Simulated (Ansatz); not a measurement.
**CHSi (quartet): one geometry, many settings at scale of all distances = 1.000**

What do other methods and options give for CHSi (quartet) at this geometry, and how long do they take?

The runs use Ansatz 0.2.0, Gaussian basis; the settings change from run to run.

18 further runs of the same task are left out: 15 that didn't finish, 3 set aside as unsound or not needed.

## Step 1: The system

The geometry derives from a PBE0/def2-TZVP stationary point (not a proven minimum). All distances are scaled together.

3 atoms, charge 0, spin multiplicity 4.

Atoms are counted from 1 here; the program's logs count them from 0.

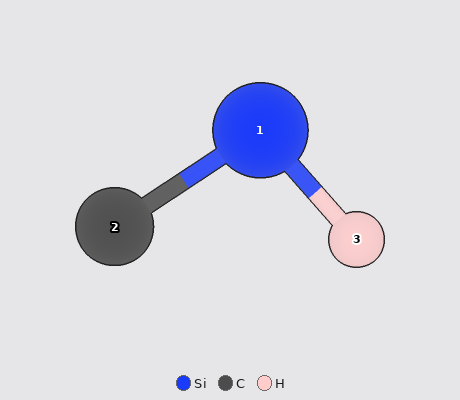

The structure; silicon blue, carbon dark grey, hydrogen pink; atoms are numbered from 1 in the order of the file.

## Step 2: CASSCF(3,10)/6-31G*

Input file in.yaml:

```yaml
crystal:
  periodic: [false, false, false]
  atoms:
    - {symbol: Si, position_ang: [0.000000, -0.083231, 0.527232]}
    - {symbol: C, position_ang: [0.000000, 0.076222, -1.305753]}
    - {symbol: H, position_ang: [0.000000, 1.410897, 0.868536]}
basis:
  gaussian: {orbitals: "6-31G*"}
magnetization: {spin_polarized: false, initial_magnetization: 3}
correlation: {active_space: {window: {electrons: 3, orbitals: 10}}}
accuracy: high
```

Command:

```sh
$ ansatz run in.yaml --threads 1 --pin off --events-out ev --progress --plain --max-ram 2393MiB
```

The program printed:

```text
Functional definition: HF
  name "HF"
  cite "Fock, Z. Phys. 61, 126 (1930) doi:10.1007/BF01340294"
  parent pbe
  exchange = exact_x
  correlation = 0
681 factors; integrals over basis functions are off by at most 3.7e-9 eV
mean field evaluation 1: about -8901.0888 eV, gradient 8.5e0 eV
mean field evaluation 2: about -8901.1161 eV, gradient 8.5e0 eV
mean field evaluation 4: about -8902.0928 eV, gradient 3.0e0 eV
mean field evaluation 8: about -8902.6661 eV, gradient 1.2e0 eV
mean field evaluation 16: about -8902.7136 eV, gradient 1.2e-2 eV
mean field evaluation 32: about -8900.4934 eV, gradient 2.3e-7 eV
mean field evaluation 64: about -8901.2166 eV, gradient 2.5e0 eV
mean field evaluation 96: about -8900.2594 eV, gradient 3.3e-2 eV
mean field -8902.71358180 eV, -327.1686896550 hartree, gradient 2.0e-8 eV, S^2 3.750000; 8 other end points of the search recorded, 0 dependent functions left out
reference -8902.71358180 eV, -327.1686896550 hartree; 12, 9 occupied and 24, 27 virtual orbitals, 681 factors
state -8903.18318601 eV, -327.1859472916 hartree
Total energy: -8903.18318601 eV, -327.1859472916 hartree
```

Run time: 12 s. Hardware: 1 thread of Arm Neoverse V1, shared host.

From the report: 120 determinants; active occupations 0.99, 0.99, 0.99, 0.01, 0.01, 0.00, 0.00, 0.00, 0.00, 0.00.

## Step 3: MP2 on UHF/cc-pVDZ

Input file in.yaml:

```yaml
crystal:
  periodic: [false, false, false]
  atoms:
    - {symbol: Si, position_ang: [0.000000, -0.083231, 0.527232]}
    - {symbol: C, position_ang: [0.000000, 0.076222, -1.305753]}
    - {symbol: H, position_ang: [0.000000, 1.410897, 0.868536]}
basis:
  gaussian: {orbitals: cc-pVDZ}
magnetization: {spin_polarized: true, initial_magnetization: 3}
correlation: {method: mp2, electrons: valence}
output: {forces: true}
```

Same command.

The program printed, cut to the lines that bear on the results:

```text
Functional definition: HF
  name "HF"
  cite "Fock, Z. Phys. 61, 126 (1930) doi:10.1007/BF01340294"
  parent pbe
[...]
361 factors; integrals over basis functions are off by at most 1.1e-3 eV
[...]
mean field -8903.37790653 eV, -327.1931031388 hartree, gradient 6.3e-6 eV, S^2 3.943197; 5 other end points of the search recorded, 0 dependent functions left out
6 core orbitals not correlated: weight in the atoms' cores, before any rotation towards them, 1.000 or more for the frozen orbitals, at most 0.000 for the correlated occupied ones
reference -8903.37790653 eV, -327.1931031388 hartree; 6, 3 occupied and 25, 28 virtual orbitals, 361 factors
second order -3.59502471 eV of doubles, -0.00000000 eV of singles
[...]
Total energy: -8906.97293125 eV, -327.3252178603 hartree
Atom 0 at     0.000000    -0.083231     0.527232 Å, force    -0.000002    -0.469622     0.966746 eV/Å
Atom 1 at     0.000000     0.076222    -1.305753 Å, force     0.000000     0.302431    -0.709650 eV/Å
Atom 2 at     0.000000     1.410897     0.868536 Å, force     0.000001     0.167191    -0.257096 eV/Å
Dipole moment:    -0.001353     0.060339     0.123054 e Å
```

Wall time 0.63 s (1 thread of Arm Neoverse V1, shared host).

From the report: ⟨S²⟩ of the determinant 3.943 (pure quartet: 3.75).

## Step 4: CASCI(9,7)/6-31G

Input file in.yaml:

```yaml
crystal:
  periodic: [false, false, false]
  atoms:
    - {symbol: Si, position_ang: [0.000000, -0.083231, 0.527232]}
    - {symbol: C, position_ang: [0.000000, 0.076222, -1.305753]}
    - {symbol: H, position_ang: [0.000000, 1.410897, 0.868536]}
basis:
  gaussian: {orbitals: 6-31G}
magnetization: {spin_polarized: false, initial_magnetization: 3}
correlation: {active_space: {window: {electrons: 9, orbitals: 7}, fixed_orbitals: true, states: [{multiplicity: 4, weights: [1, 1]}], root: 0}}
```

Launched as before.

The program printed:

```text
Functional definition: HF
  name "HF"
  cite "Fock, Z. Phys. 61, 126 (1930) doi:10.1007/BF01340294"
  parent pbe
  exchange = exact_x
  correlation = 0
522 factors; integrals over basis functions are off by at most 7.8e-8 eV
mean field evaluation 1: about -8900.0708 eV, gradient 7.7e0 eV
mean field evaluation 2: about -8900.0734 eV, gradient 7.7e0 eV
mean field evaluation 4: about -8901.0304 eV, gradient 2.8e0 eV
mean field evaluation 8: about -8901.6209 eV, gradient 1.1e0 eV
mean field evaluation 16: about -8901.6871 eV, gradient 2.8e-6 eV
mean field evaluation 32: about -8901.6871 eV, gradient 2.7e-4 eV
mean field evaluation 64: about -8899.1585 eV, gradient 4.6e0 eV
mean field -8901.68712758 eV, -327.1309681585 hartree, gradient 2.8e-6 eV, S^2 3.750000; 8 other end points of the search recorded, 0 dependent functions left out
reference -8901.68712758 eV, -327.1309681585 hartree; 12, 9 occupied and 12, 15 virtual orbitals, 522 factors
state -8902.07080749 eV, -327.1450681349 hartree
state -8900.99670398 eV, -327.1055955591 hartree
Total energy: -8902.07080749 eV, -327.1450681349 hartree
```

Wall time 0.42 s (1 thread of Arm Neoverse V1, shared host).

From the report: 130 determinants; active occupations (of the averaged states) 2.00, 1.99, 1.57, 1.21, 1.01, 0.92, 0.31.

## Step 5: CASSCF(3,7)/6-31G

in.yaml, as its differences from that of step 4:

```diff
@@ -9,2 +9,3 @@
 magnetization: {spin_polarized: false, initial_magnetization: 3}
-correlation: {active_space: {window: {electrons: 9, orbitals: 7}, fixed_orbitals: true, states: [{multiplicity: 4, weights: [1, 1]}], root: 0}}
+correlation: {active_space: {window: {electrons: 3, orbitals: 7}}}
+accuracy: high
```

The command is unchanged.

The program printed:

```text
Functional definition: HF
  name "HF"
  cite "Fock, Z. Phys. 61, 126 (1930) doi:10.1007/BF01340294"
  parent pbe
  exchange = exact_x
  correlation = 0
536 factors; integrals over basis functions are off by at most 3.7e-9 eV
mean field evaluation 1: about -8900.0706 eV, gradient 7.7e0 eV
mean field evaluation 2: about -8900.0733 eV, gradient 7.7e0 eV
mean field evaluation 4: about -8901.0304 eV, gradient 2.8e0 eV
mean field evaluation 8: about -8901.6210 eV, gradient 1.1e0 eV
mean field evaluation 16: about -8901.6871 eV, gradient 1.2e-6 eV
mean field evaluation 32: about -8900.8614 eV, gradient 2.6e0 eV
mean field evaluation 64: about -8901.6867 eV, gradient 1.7e-1 eV
mean field -8901.68712762 eV, -327.1309681596 hartree, gradient 1.5e-8 eV, S^2 3.750000; 8 other end points of the search recorded, 0 dependent functions left out
reference -8901.68712762 eV, -327.1309681596 hartree; 12, 9 occupied and 12, 15 virtual orbitals, 536 factors
state -8901.99759911 eV, -327.1423777765 hartree
Total energy: -8901.99759911 eV, -327.1423777765 hartree
```

Run time: 1.8 s. Hardware: 1 thread of Arm Neoverse V1, shared host.

From the report: 35 determinants; active occupations 1.00, 0.99, 0.99, 0.01, 0.01, 0.00, 0.00.

## Step 6: CCSDT(Q)/6-31G

in.yaml, as its differences from that of step 5:

```diff
@@ -9,3 +9,4 @@
 magnetization: {spin_polarized: false, initial_magnetization: 3}
-correlation: {active_space: {window: {electrons: 3, orbitals: 7}}}
+hamiltonian: {xc: {name: B3LYP}}
+correlation: {method: ccsdt_q, electrons: all}
 accuracy: high
```

The command is unchanged.

The program printed, cut to the lines that bear on the results:

```text
Functional definition: B3LYP
  name "B3LYP"
  cite "Stephens, Devlin, Chabalowski & Frisch, J. Phys. Chem. 98, 11623 (1994) doi:10.1021/j100096a001"
  cite "Becke, Phys. Rev. A 38, 3098 (1988) doi:10.1103/PhysRevA.38.3098"
  cite "Lee, Yang & Parr, Phys. Rev. B 37, 785 (1988) doi:10.1103/PhysRevB.37.785"
  cite "Vosko, Wilk & Nusair, Can. J. Phys. 58, 1200 (1980) doi:10.1139/p80-159"
[...]
536 factors; integrals over basis functions are off by at most 3.7e-9 eV
[...]
mean field -8922.90333680 eV, -327.9106494662 hartree, gradient 7.7e-8 eV, S^2 3.750000; 3 other end points of the search recorded, 0 dependent functions left out
[...]
reference -8900.94679418 eV, -327.1037614076 hartree; 12, 9 occupied and 12, 15 virtual orbitals, 536 factors
second order -2.74573484 eV of doubles, -0.36614600 eV of singles
cycle   1  -3.34133578 eV  change   -2.3e-1 eV  update   8.0e-2
[...]
cycle  31  -3.75133103 eV  change    1.1e-9 eV  update  7.6e-10
perturbative correction -0.01005601 eV, -0.0003695514 hartree
Total energy: -8904.70818121 eV, -327.2419898316 hartree
```

Wall time 26 s (1 thread of Arm Neoverse V1, shared host); peak memory 0.65 GiB.

From the report: correlation -3.7614 eV; T1 0.022; largest double amplitude 0.14. The orbitals are Kohn-Sham ones, so correlation energy and T1 don't compare with those on Hartree-Fock orbitals.

## Step 7: CCSDT(Q)/B on ROHF/6-31G

in.yaml, as its differences from that of step 6:

```diff
@@ -9,4 +9,2 @@
 magnetization: {spin_polarized: false, initial_magnetization: 3}
-hamiltonian: {xc: {name: B3LYP}}
-correlation: {method: ccsdt_q, electrons: all}
-accuracy: high
+correlation: {method: ccsdt_q_b, electrons: all}
```

Launched as before.

The program printed, cut to the lines that bear on the results:

```text
Functional definition: HF
  name "HF"
  cite "Fock, Z. Phys. 61, 126 (1930) doi:10.1007/BF01340294"
  parent pbe
[...]
522 factors; integrals over basis functions are off by at most 7.8e-8 eV
[...]
mean field -8901.68712758 eV, -327.1309681585 hartree, gradient 2.8e-6 eV, S^2 3.750000; 9 other end points of the search recorded, 0 dependent functions left out
[...]
determinant -8901.68712758 eV, -327.1309681585 hartree, with singles and doubles -8904.58428885 eV, -327.2374368713 hartree
determinant -8899.54548222 eV, -327.0522641429 hartree, with singles and doubles -8903.51964205 eV, -327.1983118231 hartree
determinant -8899.38566418 eV, -327.0463909382 hartree, with singles and doubles -8902.95923151 eV, -327.1777171154 hartree
determinant -8899.28843816 eV, -327.0428179482 hartree, with singles and doubles -8902.66440279 eV, -327.1668823597 hartree
reference -8901.68712758 eV, -327.1309681585 hartree; 12, 9 occupied and 12, 15 virtual orbitals, 522 factors
second order -2.05275815 eV of doubles, -0.03979762 eV of singles
cycle   1  -2.52187644 eV  change   -4.3e-1 eV  update   8.0e-2
[...]
cycle  21  -3.01460208 eV  change    1.0e-6 eV  update   7.8e-7
perturbative correction -0.00704534 eV, -0.0002589114 hartree
Total energy: -8904.70877500 eV, -327.2420116529 hartree
```

Run time: 19 s. Hardware: 1 thread of Arm Neoverse V1, shared host; peak memory 0.51 GiB.

From the report: correlation -3.0216 eV; T1 0.038; largest double amplitude 0.14.

## Step 8: All runs side by side

Where basis and cores are those of an earlier FCI/6-31G run (-8904.5829 eV), and the state is the same kind, the miss against it is given.

```tsv
level	correlated	functions	energy (eV)	from FCI (meV)	time
CASSCF(3,10)/6-31G*		36	-8903.1832		12 s
MP2 on UHF/cc-pVDZ	valence	37	-8906.9729		0.63 s
CASCI(9,7)/6-31G (lowest root of an average)		24	-8902.0708		0.42 s
CASSCF(3,7)/6-31G		24	-8901.9976	2585.3	1.8 s
CCSDT(Q)/6-31G (on B3LYP orbitals)	all	24	-8904.7082		26 s
CCSDT(Q)/B on ROHF/6-31G	all	24	-8904.7088		19 s
```

## Step 9: Results

| quantity | value |
| --- | --- |
| runs | 6 |
| quickest | CASCI(9,7)/6-31G (lowest root of an average), 0.42 s |
| slowest | CCSDT(Q)/6-31G (on B3LYP orbitals), 26 s |

In words: Total energies in different bases, with other cores or another treatment of relativity can't be set against each other. CCSDT(Q)/6-31G (on B3LYP orbitals) took 61 times as long as CASCI(9,7)/6-31G (lowest root of an average); the jobs differ in more than the method. Hartree-Fock, CASSCF and CASCI lack dynamic correlation by design.
